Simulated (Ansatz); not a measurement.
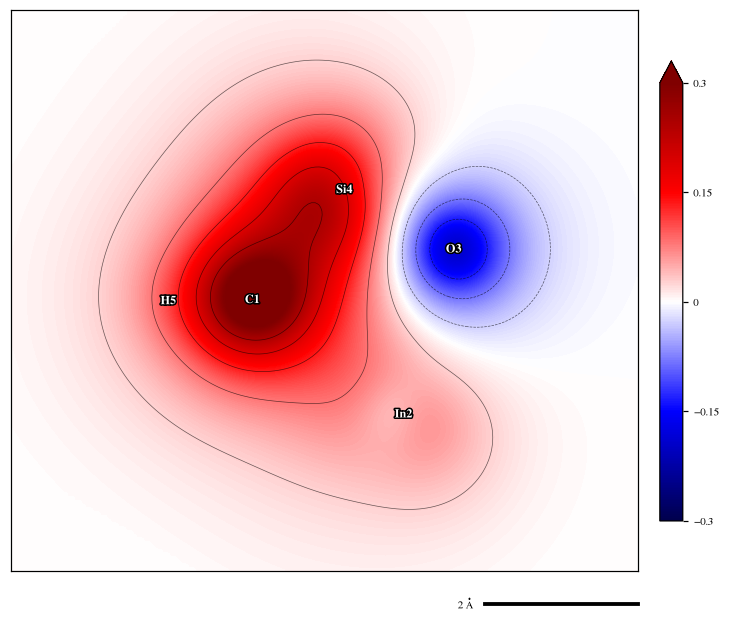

CHInOSi (SMILES [CH]1=[Si]2[O][In]12) (triplet). The LUMO (β) on a plane 0.8 Å above the molecular plane (values in Å⁻³ᐟ²; the overall sign is arbitrary).

Geometry: B3LYP-D3(BJ)/def2-SVP; core potentials replace the inner electrons of In.

Theory: isolated molecule in a Gaussian basis; Kohn-Sham density functional theory, functional PBE0 in Ansatz.

```
atom    x (Å)    y (Å)   z (Å)
   C  -1.0616  -1.3774  2.1561
  In  -2.2379   0.7804  2.4400
   O  -2.7837  -0.1457  0.4572
  Si  -1.9190  -1.5133  0.4882
   H  -0.3558  -2.0543  2.6632
```

Q: Where does this orbital lie, and at what energy?

A: It lies mainly on C1 (about 45 %), Si4 (about 30 %), In2 (about 10 %) and O3 (about 10 %); it changes sign across the molecular plane (π type); π-bonding across C1–Si4 and In2–Si4; π-antibonding (a node) across In2–O3 and O3–Si4. Its energy is −3.32 eV.
